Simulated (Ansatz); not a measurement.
**Effect of As → B on LaAs**

Start from LaAs in the rock salt structure (space group Fm-3m, No. 225; a = 6.2010 Å; a model cell).

Now apply this change: B takes the place of As on all its sites, then cell and atoms are relaxed.

Computed with r2SCAN in Ansatz (plane waves to 500 eV, PAW, scalar-relativistic without spin-orbit coupling). Γ-centred 14×14×14 mesh, Fermi–Dirac width 0.05 eV, for the changed cell.

The volume per atom falls by 6.641 Å³, from 29.81 Å³ to 23.16 Å³ and the density drops by 0.59 g/cm³, from 5.96 g/cm³ to 5.37 g/cm³. The lattice parameter a falls by 50.0 pm to 570.1 pm and the space group is still Fm-3m (No. 225). The shortest interatomic distance drops by 25.0 pm, from 310.1 pm to 285.1 pm and the band gap changes from 0.08 eV to zero.

Final structure:

```
LaB
1.0
    0.00000     2.85064     2.85064
    2.85064     0.00000     2.85064
    2.85064     2.85064     0.00000
B La
1 1
Direct
  0.00000   0.00000   0.00000
  0.50000   0.50000   0.50000
```

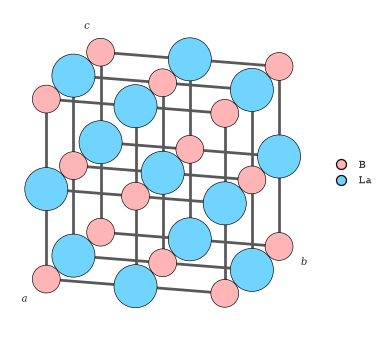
Figure. The relaxed conventional cell after the change

Cost of the whole job for the changed cell (relaxation, final SCF and bands): around 60 core-seconds (rough).

No phonon test of stability was made. As relaxed here, LaB is a hypothetical phase, not in the database extracts checked. The final runs are not spin-polarised. A zero or small gap of LaAs can be the functional's error rather than a property of the material.

Ansatz is a first-principles code.
